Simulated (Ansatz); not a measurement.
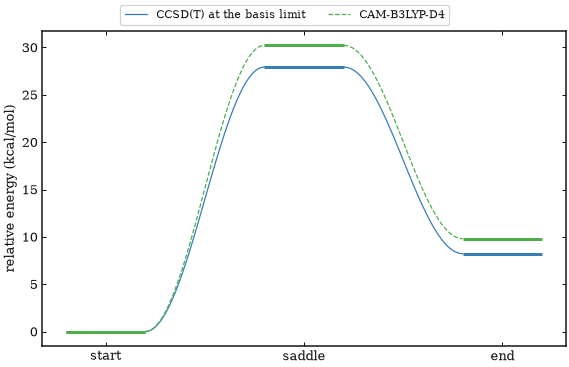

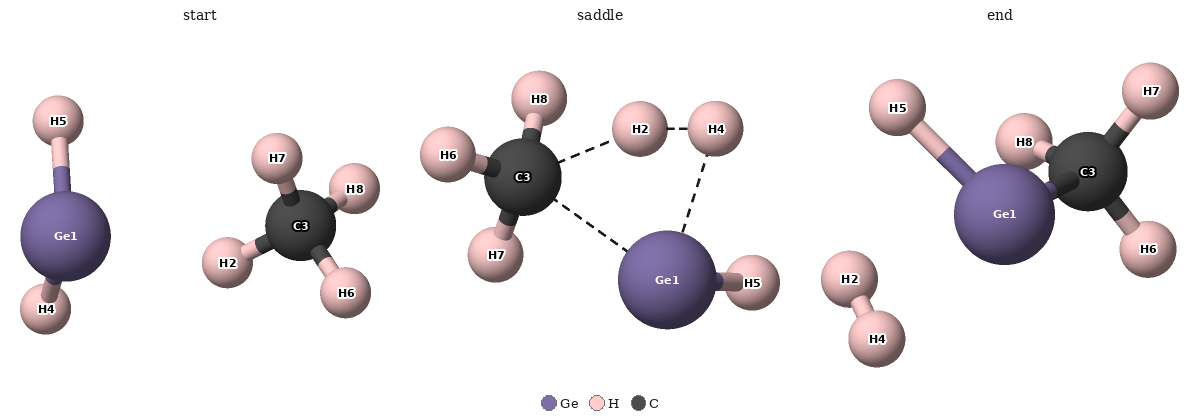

One elementary step of CH₆Ge, singlet: start, first-order saddle point (changing pairs dashed) and end. Electronic energies at PBE0-D4/def2-TZVP geometries, energies in def2-TZVPP, the Ansatz code 0.2.0; cores frozen in correlated methods, no zero-point terms. Start and end are the structures at the ends of the path (complexes, where there are several molecules). On heavy atoms the filled d shell below the valence is correlated. The limit is the MP2 basis limit plus CCSD(T) less MP2 in triple zeta. Lines between the levels only guide the eye.

In the step Ge1–C3 (2.85 → 2.22 → 2.00 Å) and H2–H4 (2.21 → 1.05 → 0.78 Å) form; H2–C3 (1.10 → 1.52 → 2.81 Å) breaks; Ge1–H4 (1.60 → 1.72 → 2.05 Å) stretches to a weak contact (lengths at start, saddle and end; changes of bond order aren't listed).

What are the heights of saddle and end over the start, in kcal/mol?

```tsv
level	barrier	reverse barrier	step energy
CCSD(T) at the basis limit	27.9	19.7	8.2
CAM-B3LYP-D4	30.2	20.4	9.8
```

Limits of at least one run: no scalar relativity up to krypton.
